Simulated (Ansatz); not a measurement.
# BrF₂H₃Si₂: one species, many methods, part 2 of 2

Ansatz 0.2.0, Gaussian basis; functionals in def2-TZVPP, the program's frozen cores in correlated methods. The steps go on from the part before.

## 14. CAM-B3LYP-D4 (range-separated)

Contents of in.yaml:

```yaml
crystal:
  periodic: [false, false, false]
  atoms:
    - {symbol: F, position_ang: [1.687288, -0.332369, 1.471621]}
    - {symbol: Si, position_ang: [1.104925, -0.109867, 0.013420]}
    - {symbol: F, position_ang: [1.638601, -1.314994, -0.868544]}
    - {symbol: Si, position_ang: [-1.225469, -0.029326, 0.028052]}
    - {symbol: Br, position_ang: [1.981996, 1.745040, -0.783709]}
    - {symbol: H, position_ang: [-1.641745, 1.112752, 0.878684]}
    - {symbol: H, position_ang: [-1.765111, -1.301425, 0.571524]}
    - {symbol: H, position_ang: [-1.688285, 0.173087, -1.366949]}
basis:
  gaussian: {orbitals: def2-TZVPP}
hamiltonian: {xc: {name: CAM-B3LYP}, dispersion: d4}
output: {orbitals: {seedname: orbitals}}
```

The run is started by

```bash
> ansatz run in.yaml --threads 4 --pin off --events-out ev --progress --plain --max-ram 10444MiB
```

Standard output, cut to the lines that bear on the results:

```text
Functional definition: CAM-B3LYP
  name "CAM-B3LYP"
  cite "Yanai, Tew & Handy, Chem. Phys. Lett. 393, 51 (2004) doi:10.1016/j.cplett.2004.06.011"
  cite "Iikura, Tsuneda, Yanai & Hirao, J. Chem. Phys. 115, 3540 (2001) doi:10.1063/1.1383587"
  cite "Becke, Phys. Rev. A 38, 3098 (1988) doi:10.1103/PhysRevA.38.3098"
  cite "Lee, Yang & Parr, Phys. Rev. B 37, 785 (1988) doi:10.1103/PhysRevB.37.785"
  cite "Vosko, Wilk & Nusair, Can. J. Phys. 58, 1200 (1980) doi:10.1139/p80-159"
[...]
  # Exact exchange under (alpha + beta erf(omega r))/r, Becke's under what is left of 1/r.
[...]
1484 factors; their error is unknown
304 factors; integrals over basis functions are off by at most 1.7e-5 eV
[...]
mean field -91294.74091710 eV, -3355.0198469054 hartree, gradient 2.0e-5 eV, S^2 0.000000; 0 other end points of the search recorded, 0 dependent functions left out
reference -91294.74104902 eV, -3355.0198517533 hartree; 42, 42 occupied and 194, 194 virtual orbitals, 1484 factors
Total energy: -91294.94266913 eV, -3355.0272611557 hartree
```

It took 2.8 s on 4 threads of INTEL XEON PLATINUM 8581C at 2.10GHz, shared host; peak memory 0.91 GiB.

With the free atoms at this level, -91266.522 eV in sum, the atomisation energy is 2742.1 kJ/mol. HOMO -10.02 eV, LUMO 0.58 eV.

## 15. LC-ωPBE (range-separated)

Changes to in.yaml since step 14:

```diff
@@ -13,3 +13,3 @@
   gaussian: {orbitals: def2-TZVPP}
-hamiltonian: {xc: {name: CAM-B3LYP}, dispersion: d4}
+hamiltonian: {xc: {name: LC-wPBE}}
 output: {orbitals: {seedname: orbitals}}
```

The command is unchanged.

Standard output, cut to the lines that bear on the results:

```text
Functional definition: LC-wPBE
  name "LC-wPBE"
  cite "Vydrov & Scuseria, J. Chem. Phys. 125, 234109 (2006) doi:10.1063/1.2409292"
  cite "Heyd & Scuseria, J. Chem. Phys. 120, 7274 (2004) doi:10.1063/1.1668634"
  cite "Ernzerhof & Perdew, J. Chem. Phys. 109, 3313 (1998) doi:10.1063/1.476928"
  cite "Perdew, Burke & Ernzerhof, Phys. Rev. Lett. 77, 3865 (1996) doi:10.1103/PhysRevLett.77.3865"
  parent pbe
[...]
1441 factors; their error is unknown
424 factors; integrals over basis functions are off by at most 4.7e-5 eV
[...]
mean field -91274.57139812 eV, -3354.2786307542 hartree, gradient 2.8e-5 eV, S^2 0.000000; 0 other end points of the search recorded, 0 dependent functions left out
reference -91274.57139812 eV, -3354.2786307545 hartree; 42, 42 occupied and 194, 194 virtual orbitals, 1441 factors
Total energy: -91274.57139812 eV, -3354.2786307545 hartree
```

It took 1.9 s on 4 threads of INTEL XEON PLATINUM 8581C at 2.10GHz, shared host; peak memory 0.5 GiB.

Atomisation energy: 2714.0 kJ/mol (free atoms -91246.443 eV, run apart). HOMO -11.33 eV, LUMO 1.67 eV.

## 16. ωB97X-V (range-separated)

Changes to in.yaml since step 15:

```diff
@@ -13,3 +13,3 @@
   gaussian: {orbitals: def2-TZVPP}
-hamiltonian: {xc: {name: LC-wPBE}}
+hamiltonian: {xc: {name: wB97X-V}}
 output: {orbitals: {seedname: orbitals}}
```

Launched as before.

Standard output, cut to the lines that bear on the results:

```text
Functional definition: wB97X-V
  name "wB97X-V"
  cite "Mardirossian & Head-Gordon, Phys. Chem. Chem. Phys. 16, 9904 (2014) doi:10.1039/C3CP54374A"
  cite "Becke, J. Chem. Phys. 107, 8554 (1997) doi:10.1063/1.475007"
  cite "Vydrov & Van Voorhis, J. Chem. Phys. 133, 244103 (2010) doi:10.1063/1.3521275"
[...]
      + integral(e_c_pw_opposite_spin*poly(b97_u_opposite, cos0, cos1)) + vv10(b, c)
1484 factors; their error is unknown
273 factors; integrals over basis functions are off by at most 3.8e-5 eV
[...]
mean field -91281.41824624 eV, -3354.5302477816 hartree, gradient 5.1e-5 eV, S^2 0.000000; 0 other end points of the search recorded, 0 dependent functions left out
reference -91281.41824416 eV, -3354.5302477052 hartree; 42, 42 occupied and 194, 194 virtual orbitals, 1484 factors
Total energy: -91281.41824416 eV, -3354.5302477052 hartree
```

It took 5.5 s on 4 threads of INTEL XEON PLATINUM 8581C at 2.10GHz, shared host; peak memory 0.97 GiB.

Atomisation energy: 2761.5 kJ/mol (free atoms -91252.797 eV, run apart). HOMO -11.00 eV, LUMO 1.58 eV.

## 17. ωB97M-V (range-separated)

Changes to in.yaml since step 16:

```diff
@@ -13,3 +13,3 @@
   gaussian: {orbitals: def2-TZVPP}
-hamiltonian: {xc: {name: wB97X-V}}
-output: {orbitals: {seedname: orbitals}}
+hamiltonian: {xc: {name: wB97M-V}}
+output: {forces: true, orbitals: {seedname: orbitals}}
```

Same command.

Standard output, cut to the lines that bear on the results:

```text
Functional definition: wB97M-V
  name "wB97M-V"
  cite "Mardirossian & Head-Gordon, J. Chem. Phys. 144, 214110 (2016) doi:10.1063/1.4952647"
  cite "Becke, J. Chem. Phys. 107, 8554 (1997) doi:10.1063/1.475007"
  cite "Vydrov & Van Voorhis, J. Chem. Phys. 133, 244103 (2010) doi:10.1063/1.3521275"
  # Of w^i u^j: cxij and so on, Table III.
[...]
  gx(w, u) = 1 - cx + cx01*u + cx10*w
  gss(w, u) = css00 + css04*u^4 + css10*w + css20*w^2 + css43*w^4*u^3
  gos(w, u) = cos00 + cos10*w + (cos20 + cos21*u)*w^2 + (cos60 + cos61*u)*w^6
[...]
      + integral(e_c_pw_mod_opposite_spin*gos(b97_w_opposite, b97_u_opposite)) + vv10(b, c)
1479 factors; their error is unknown
273 factors; integrals over basis functions are off by at most 3.8e-5 eV
[...]
mean field -91285.74752849 eV, -3354.6893459700 hartree, gradient 4.2e-5 eV, S^2 0.000000; 0 other end points of the search recorded, 0 dependent functions left out
[...]
reference -91285.74757916 eV, -3354.6893478320 hartree; 42, 42 occupied and 194, 194 virtual orbitals, 1479 factors
Total energy: -91285.74757916 eV, -3354.6893478320 hartree
Atom 0 at     1.687288    -0.332369     1.471621 Å, force     0.048438    -0.003659     0.131423 eV/Å
Atom 1 at     1.104925    -0.109867     0.013420 Å, force    -0.207674     0.124263    -0.047876 eV/Å
Atom 2 at     1.638601    -1.314994    -0.868544 Å, force     0.043851    -0.097081    -0.091119 eV/Å
Atom 3 at    -1.225469    -0.029326     0.028052 Å, force    -0.065511    -0.002846     0.002528 eV/Å
Atom 4 at     1.981996     1.745040    -0.783709 Å, force    -0.006357    -0.020820     0.008947 eV/Å
Atom 5 at    -1.641745     1.112752     0.878684 Å, force     0.054560    -0.130327    -0.098160 eV/Å
Atom 6 at    -1.765111    -1.301425     0.571524 Å, force     0.072798     0.152973    -0.065435 eV/Å
Atom 7 at    -1.688285     0.173087    -1.366949 Å, force     0.059896    -0.022503     0.159692 eV/Å
Dipole moment:    -0.394098     0.047724    -0.011843 e Å
```

Wall time 7.5 s (4 threads of INTEL XEON PLATINUM 8581C at 2.10GHz, shared host); peak memory 1 GiB.

With the free atoms at this level, -91257.349 eV in sum, the atomisation energy is 2740.1 kJ/mol. HOMO -10.79 eV, LUMO 1.32 eV.

## 18. B2PLYP (double hybrid)

Changes to in.yaml since step 17:

```diff
@@ -13,3 +13,2 @@
   gaussian: {orbitals: def2-TZVPP}
-hamiltonian: {xc: {name: wB97M-V}}
-output: {forces: true, orbitals: {seedname: orbitals}}
+hamiltonian: {xc: {name: B2PLYP}}
```

Same command.

Standard output, cut to the lines that bear on the results:

```text
Functional definition: B2PLYP
  name "B2PLYP"
  cite "Grimme, J. Chem. Phys. 124, 034108 (2006) doi:10.1063/1.2148954"
  cite "Becke, Phys. Rev. A 38, 3098 (1988) doi:10.1103/PhysRevA.38.3098"
  cite "Lee, Yang & Parr, Phys. Rev. B 37, 785 (1988) doi:10.1103/PhysRevB.37.785"
[...]
1458 factors; integrals over basis functions are off by at most 8.8e-4 eV
[...]
mean field -91263.50515422 eV, -3353.8719537920 hartree, gradient 7.4e-6 eV, S^2 0.000000; 0 other end points of the search recorded, 0 dependent functions left out
21 core orbitals not correlated: weight in the atoms' cores, before any rotation towards them, 1.000 or more for the frozen orbitals, at most 0.000 for the correlated occupied ones
reference -91263.50532508 eV, -3353.8719600708 hartree; 21, 21 occupied and 194, 194 virtual orbitals, 1458 factors
second order -32.78000372 eV of doubles, -0.00000000 eV of singles
Total energy: -91272.35592608 eV, -3354.1972136586 hartree
```

Wall time 3.8 s (4 threads of INTEL XEON PLATINUM 8581C at 2.10GHz, shared host); peak memory 0.66 GiB.

With the free atoms at this level, -91244.362 eV in sum, the atomisation energy is 2701.0 kJ/mol.

## 19. PBE-QIDH (double hybrid)

Changes to in.yaml since step 18:

```diff
@@ -13,2 +13,2 @@
   gaussian: {orbitals: def2-TZVPP}
-hamiltonian: {xc: {name: B2PLYP}}
+hamiltonian: {xc: {name: PBE-QIDH}}
```

Launched as before.

Standard output, cut to the lines that bear on the results:

```text
Functional definition: PBE-QIDH
  name "PBE-QIDH"
  cite "Brémond, Sancho-García, Pérez-Jiménez & Adamo, J. Chem. Phys. 141, 031101 (2014) doi:10.1063/1.4890314"
  cite "Perdew, Burke & Ernzerhof, Phys. Rev. Lett. 77, 3865 (1996) doi:10.1103/PhysRevLett.77.3865"
[...]
1458 factors; integrals over basis functions are off by at most 8.8e-4 eV
[...]
mean field -91248.41468613 eV, -3353.3173893183 hartree, gradient 5.6e-6 eV, S^2 0.000000; 0 other end points of the search recorded, 0 dependent functions left out
21 core orbitals not correlated: weight in the atoms' cores, before any rotation towards them, 1.000 or more for the frozen orbitals, at most 0.000 for the correlated occupied ones
reference -91248.41469871 eV, -3353.3173897805 hartree; 21, 21 occupied and 194, 194 virtual orbitals, 1458 factors
second order -30.63871997 eV of doubles, -0.00000000 eV of singles
Total energy: -91258.62760536 eV, -3353.6927071776 hartree
```

It took 4 s on 4 threads of INTEL XEON PLATINUM 8581C at 2.10GHz, shared host; peak memory 0.67 GiB.

Atomisation energy: 2712.8 kJ/mol (free atoms -91230.512 eV, run apart).

## 20. Orbital energies across the functionals

Dipoles come from the runs that computed forces. Levels, from each run's orbital file:

```tsv
functional	HOMO (eV)	LUMO (eV)	gap (eV)	dipole (D)
LDA (SPW92)	-7.64	-1.58	6.07	
PBE-D4	-7.50	-1.36	6.14	1.76
revPBE-D4	-7.44	-1.26	6.18	
BLYP-D4	-7.35	-1.18	6.17	
r2SCAN-D4	-7.82	-1.10	6.71	1.81
B97M-V	-7.91	-1.25	6.66	
PBE0-D4	-8.73	-0.52	8.21	
B3LYP-D4	-8.50	-0.68	7.82	1.89
r2SCANh-D4	-8.26	-0.81	7.45	
r2SCAN0-D4	-8.93	-0.38	8.56	
HSE06-D4	-8.33	-0.90	7.44	
BHLYP-D4	-9.83	0.45	10.28	
CAM-B3LYP-D4	-10.02	0.58	10.60	
LC-ωPBE	-11.33	1.67	13.01	
ωB97X-V	-11.00	1.58	12.59	
ωB97M-V	-10.79	1.32	12.11	1.91
```

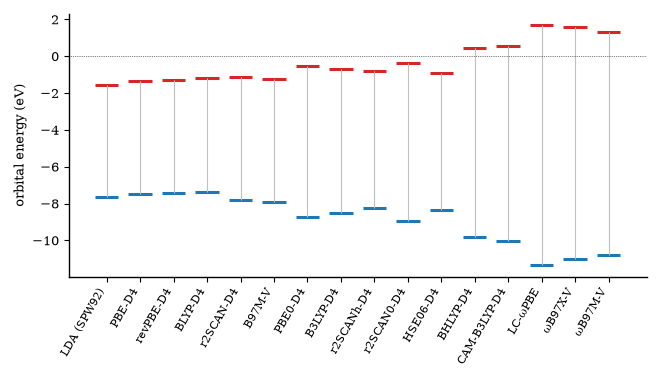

Highest occupied (blue) and lowest empty (red) level by functional.

## 21. CCSD(T) in def2-SVP

Changes to in.yaml since step 19:

```diff
@@ -12,3 +12,3 @@
 basis:
-  gaussian: {orbitals: def2-TZVPP}
-hamiltonian: {xc: {name: PBE-QIDH}}
+  gaussian: {orbitals: def2-SVP}
+correlation: {method: ccsd_t}
```

The command is unchanged.

Standard output, cut to the lines that bear on the results:

```text
Functional definition: HF
  name "HF"
  cite "Fock, Z. Phys. 61, 126 (1930) doi:10.1007/BF01340294"
  parent pbe
[...]
1041 factors; integrals over basis functions are off by at most 1.1e-3 eV
[...]
mean field -91169.40030360 eV, -3350.4136643182 hartree, gradient 5.2e-6 eV, S^2 0.000000; 0 other end points of the search recorded, 0 dependent functions left out
21 core orbitals not correlated: weight in the atoms' cores, before any rotation towards them, 1.000 or more for the frozen orbitals, at most 0.000 for the correlated occupied ones
reference -91169.40030360 eV, -3350.4136643182 hartree; 21, 21 occupied and 69, 69 virtual orbitals, 1041 factors
second order -21.45676730 eV of doubles, -0.00000000 eV of singles
cycle   1  -21.75100565 eV  change   -2.9e-1 eV  update   1.0e-1
[...]
cycle   9  -22.34332887 eV  change   -1.7e-5 eV  update   9.5e-6
perturbative correction -0.43819387 eV, -0.0161033277 hartree
Total energy: -91192.18182633 eV, -3351.2508698369 hartree
```

Run time: 4.3 s. Hardware: 4 threads of INTEL XEON PLATINUM 8581C at 2.10GHz, shared host; peak memory 0.53 GiB.

## 22. CCSD(T) in def2-TZVPP

Changes to in.yaml since step 21:

```diff
@@ -12,3 +12,4 @@
 basis:
-  gaussian: {orbitals: def2-SVP}
+  gaussian: {orbitals: def2-TZVPP}
 correlation: {method: ccsd_t}
+output: {orbitals: {seedname: orbitals}}
```

The command is unchanged.

Standard output, cut to the lines that bear on the results:

```text
Functional definition: HF
  name "HF"
  cite "Fock, Z. Phys. 61, 126 (1930) doi:10.1007/BF01340294"
  parent pbe
[...]
1458 factors; integrals over basis functions are off by at most 8.8e-4 eV
[...]
mean field -91191.07150325 eV, -3351.2100662162 hartree, gradient 1.7e-6 eV, S^2 0.000000; 0 other end points of the search recorded, 0 dependent functions left out
21 core orbitals not correlated: weight in the atoms' cores, before any rotation towards them, 1.000 or more for the frozen orbitals, at most 0.000 for the correlated occupied ones
reference -91191.07150325 eV, -3351.2100662162 hartree; 21, 21 occupied and 194, 194 virtual orbitals, 1458 factors
second order -27.47081426 eV of doubles, -0.00000000 eV of singles
cycle   1  -27.60654833 eV  change   -1.4e-1 eV  update   1.1e-1
[...]
cycle   9  -28.34052639 eV  change   -2.2e-5 eV  update   1.5e-5
perturbative correction -0.90467165 eV, -0.0332460699 hartree
Total energy: -91220.31670129 eV, -3352.2848074211 hartree
```

Wall time 90 s (4 threads of INTEL XEON PLATINUM 8581C at 2.10GHz, shared host); peak memory 4.4 GiB.

## 23. MP2 in def2-QZVPP

Changes to in.yaml since step 22:

```diff
@@ -12,4 +12,3 @@
 basis:
-  gaussian: {orbitals: def2-TZVPP}
-correlation: {method: ccsd_t}
-output: {orbitals: {seedname: orbitals}}
+  gaussian: {orbitals: "def2-QZVPP.json"}
+correlation: {method: mp2}
```

The command is unchanged.

Standard output:

```text
Functional definition: HF
  name "HF"
  cite "Fock, Z. Phys. 61, 126 (1930) doi:10.1007/BF01340294"
  parent pbe
  exchange = exact_x
  correlation = 0
2661 factors; integrals over basis functions are off by at most 8.0e-4 eV
mean field evaluation 1: about -91190.0384 eV, gradient 3.8e1 eV
mean field evaluation 2: about -91190.1635 eV, gradient 3.8e1 eV
mean field evaluation 4: about -91193.1247 eV, gradient 2.9e0 eV
mean field evaluation 8: about -91193.1803 eV, gradient 1.5e-1 eV
mean field -91193.18048045 eV, -3351.2875696986 hartree, gradient 6.9e-6 eV, S^2 0.000000; 0 other end points of the search recorded, 0 dependent functions left out
21 core orbitals not correlated: weight in the atoms' cores, before any rotation towards them, 1.000 or more for the frozen orbitals, at most 0.000 for the correlated occupied ones
reference -91193.18048045 eV, -3351.2875696986 hartree; 21, 21 occupied and 391, 391 virtual orbitals, 2661 factors
second order -37.99348452 eV of doubles, -0.00000000 eV of singles
Total energy: -91231.17396496 eV, -3352.6838045017 hartree
```

Run time: 14 s. Hardware: 4 threads of INTEL XEON PLATINUM 8581C at 2.10GHz, shared host; peak memory 2.3 GiB.

The pieces so far (eV):

```tsv
basis	HF	MP2 correlation	CCSD correlation	(T)	total
def2-SVP	-91169.4003	-21.4568	-22.3433	-0.4382	-91192.1818
def2-TZVPP	-91191.0715	-27.4708	-28.3405	-0.9047	-91220.3167
def2-QZVPP	-91193.1805	-37.9935			-91231.1740 (MP2)
```

The report of the def2-TZVPP run gives T1 = 0.0110.

## 24. From triple and quadruple zeta to the limit

This step is arithmetic on the last runs, with X = 3 and 4: exp(−7.88√X) for Hartree-Fock, X^−2.97 for correlation; only MP2 was run in the larger set, so CCSD(T) minus MP2 is added from the smaller one.

```tsv
level	energy at the limit (eV)
HF	-91193.4710
MP2	-91239.2590
CCSD	-91240.1287
CCSD(T)	-91241.0334
```

This is no true limit for total energies: MP2 correlation changes by a factor of 1.38 from triple to quadruple zeta (about 1.07 in light molecules), because outer-core shells are correlated in sets not made for them. Much of that cancels between molecule and atoms or ions.

## 25. RPA on PBE orbitals

Changes to in.yaml since step 23:

```diff
@@ -12,3 +12,4 @@
 basis:
-  gaussian: {orbitals: "def2-QZVPP.json"}
-correlation: {method: mp2}
+  gaussian: {orbitals: def2-TZVPP}
+hamiltonian: {xc: pbe}
+correlation: {method: rpa}
```

Launched as before.

Standard output, cut to the lines that bear on the results:

```text
Functional definition: PBE
  name "PBE"
  cite "Perdew, Burke & Ernzerhof, Phys. Rev. Lett. 77, 3865 (1996) doi:10.1103/PhysRevLett.77.3865"
  parent pbe
[...]
1458 factors; integrals over basis functions are off by at most 8.8e-4 eV
[...]
mean field -91268.14549659 eV, -3354.0424832286 hartree, gradient 2.5e-6 eV, S^2 0.000000; 0 other end points of the search recorded, 0 dependent functions left out
21 core orbitals not correlated: weight in the atoms' cores, before any rotation towards them, 1.000 or more for the frozen orbitals, at most 0.000 for the correlated occupied ones
reference -91188.99109775 eV, -3351.1336127242 hartree; 21, 21 occupied and 194, 194 virtual orbitals, 1458 factors
Total energy: -91232.19561718 eV, -3352.7213495280 hartree
```

Wall time 3.3 s (4 threads of INTEL XEON PLATINUM 8581C at 2.10GHz, shared host); peak memory 0.54 GiB.

RPA correlation: -43.205 eV. No RPA run of the hydrogen atom was made, so RPA has no atomisation energy below.

## 26. The ladder

Free atoms (2 F, 2 Si, 1 Br, 3 H) were run apart at each level; the atomisation energy is their sum less the molecule, without zero-point or spin-orbit terms.

```tsv
method	rung	atomisation energy (kJ/mol)	from CCSD(T)/CBS (kJ/mol)	time
LDA (SPW92)	LDA	3099.7	+333.0	0.8 s
PBE-D4	GGA	2749.4	-17.3	1.6 s
revPBE-D4	GGA	2682.2	-84.5	1.2 s
BLYP-D4	GGA	2711.6	-55.1	1.2 s
r2SCAN-D4	meta-GGA	2755.3	-11.4	2.5 s
B97M-V	meta-GGA	2753.7	-13.0	4.5 s
PBE0-D4	hybrid	2707.7	-59.0	2.4 s
B3LYP-D4	hybrid	2718.9	-47.8	3.3 s
r2SCANh-D4	hybrid	2734.2	-32.5	3.3 s
r2SCAN0-D4	hybrid	2704.3	-62.4	3.5 s
HSE06-D4	hybrid	2708.9	-57.8	2.7 s
BHLYP-D4	hybrid	2658.8	-107.9	2.5 s
CAM-B3LYP-D4	range-separated	2742.1	-24.6	2.8 s
LC-ωPBE	range-separated	2714.0	-52.7	1.9 s
ωB97X-V	range-separated	2761.5	-5.2	5.5 s
ωB97M-V	range-separated	2740.1	-26.6	7.5 s
B2PLYP	double hybrid	2701.0	-65.7	3.8 s
PBE-QIDH	double hybrid	2712.8	-53.9	4 s
HF/def2-TZVPP	wavefunction	2066.9	-699.8	
MP2/def2-TZVPP	wavefunction	2740.8	-25.9	
CCSD/def2-TZVPP	wavefunction	2635.0	-131.7	
CCSD(T)/def2-SVP	wavefunction	2504.6	-262.1	4.3 s
CCSD(T)/def2-TZVPP	wavefunction	2673.3	-93.4	90 s
MP2/CBS	wavefunction	2834.2	+67.5	
CCSD(T)/CBS	wavefunction	2766.7	0	1.7 min
```

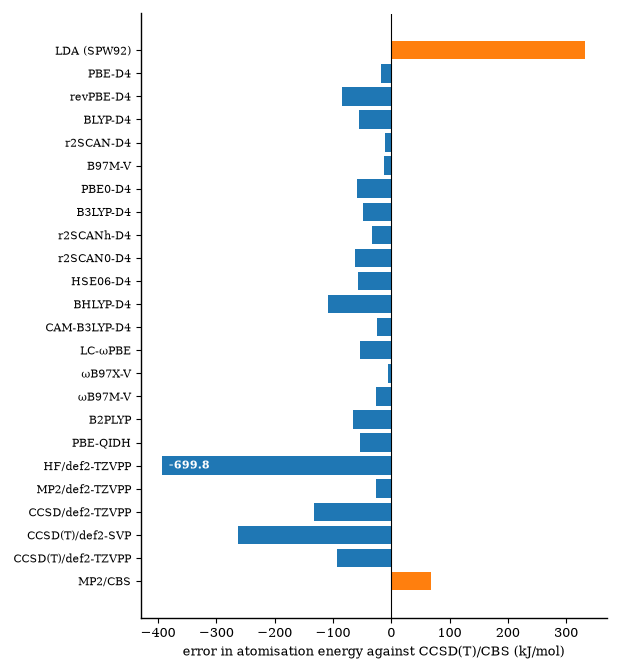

How far each level lands from CCSD(T)/CBS. Bars with a number in them are cut short.

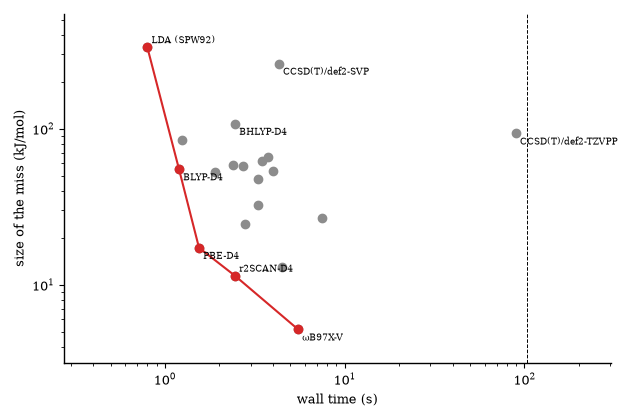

Miss against cost. Red marks the levels that no quicker level drawn beats (of those quicker than the yardstick), and the dashed line is the time of CCSD(T)/CBS. Only those levels and the largest misses are named. Times are from a shared host.

LDA (SPW92), LC-ωPBE, B2PLYP, PBE-QIDH carry no dispersion term (for B3LYP, D4 adds 35.8 kJ/mol).

Times are those of the molecule's run; HF, MP2 and CCSD come out of the CCSD(T) runs, and the limit's time is the sum of the runs that it needs.

## 27. What came out

What follows sums up all 2 parts.

| quantity | value |
| --- | --- |
| atomisation energy, CCSD(T)/CBS | 2766.7 kJ/mol |
| functionals within 27.7 kJ/mol (1.0 %) | PBE-D4, r2SCAN-D4, B97M-V, CAM-B3LYP-D4, ωB97X-V, ωB97M-V |
| farthest beyond LDA | BHLYP-D4 (-107.9 kJ/mol) |
| mean size of error, GGA | 52.3 kJ/mol |
| mean size of error, meta-GGA | 12.2 kJ/mol |
| mean size of error, hybrid | 61.2 kJ/mol |
| mean size of error, range-separated | 27.3 kJ/mol |
| mean size of error, double hybrid | 59.8 kJ/mol |
| gap, smallest and largest | 6.07 eV (LDA (SPW92)), 13.01 eV (LC-ωPBE) |
| T1 diagnostic | 0.0110 |
| triples share of the correlation energy | 3.1 % |

**Reading.** The LDA atomisation energy is off by 333.0 kJ/mol (12 %): it overbinds. PBE-D4 is off by -17.3 kJ/mol. Double hybrids carry the basis error of their MP2 part in triple zeta, and no dispersion term here, so their miss is partly the set-up's. The rungs meta-GGA, range-separated miss on average by less than the doubt on the reference (27.7 kJ/mol), so they tie. The reference freezes the cores and leaves out relativity and excitations past (T), and its outer-core shells are covered unevenly, so misses under about 27.7 kJ/mol can't be ranked. All levels share the lack of spin-orbit coupling, which lowers the free heavy atoms and so the true binding. Hartree-Fock recovers 75 % of the binding; the rest is correlation. CCSD(T) in def2-SVP is off by -262.1 kJ/mol, worse than the median functional, from the basis alone. Orbital gaps span 6.1 to 13.0 eV; exact exchange widens them. Correlated methods include outer-core shells of Br, which these sets cover unevenly.

ωB97X-V reaches 5.2 kJ/mol from the reference in 5.5 s, where CCSD(T)/CBS took 1.7 min; the quickest level in the cost chart, LDA (SPW92), takes 0.8 s and misses by 333.0 kJ/mol.
